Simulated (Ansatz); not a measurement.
```sh
ansatz run in.yaml --threads 4 --pin off --events-out ev --progress --plain --max-ram 10444MiB
```

```yaml
crystal:
  periodic: [false, false, false]
  atoms:
    - {symbol: N, position_ang: [-1.407246, 0.845239, -0.416161]}
    - {symbol: Zr, position_ang: [0.457602, 0.057629, -0.549299]}
    - {symbol: N, position_ang: [0.776434, -0.931564, 1.187157]}
    - {symbol: F, position_ang: [0.513871, -1.143110, -2.042778]}
    - {symbol: F, position_ang: [1.717686, 1.486626, -0.762669]}
    - {symbol: H, position_ang: [-2.036923, 0.755706, 0.368268]}
    - {symbol: H, position_ang: [-1.858011, 1.396417, -1.134593]}
    - {symbol: H, position_ang: [0.603132, -1.915787, 1.344447]}
    - {symbol: H, position_ang: [1.233446, -0.551166, 2.005637]}
basis:
  gaussian: {orbitals: def2-TZVPP}
hamiltonian: {xc: {name: CAM-B3LYP}, dispersion: d4}
output: {orbitals: {seedname: orbitals}}
```

What structure does this define?

Formula F₂H₄N₂Zr. As SMILES it reads `[NH2][Zr]([NH2])([F])[F]`. The point group is Cs. Coordination: 2 N trigonal planar; 1 Zr tetrahedral.

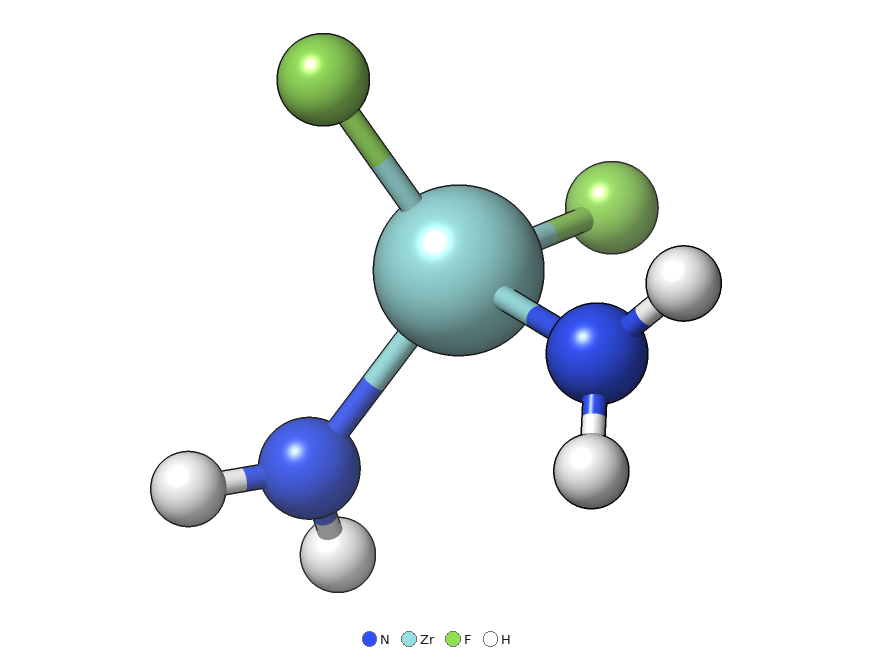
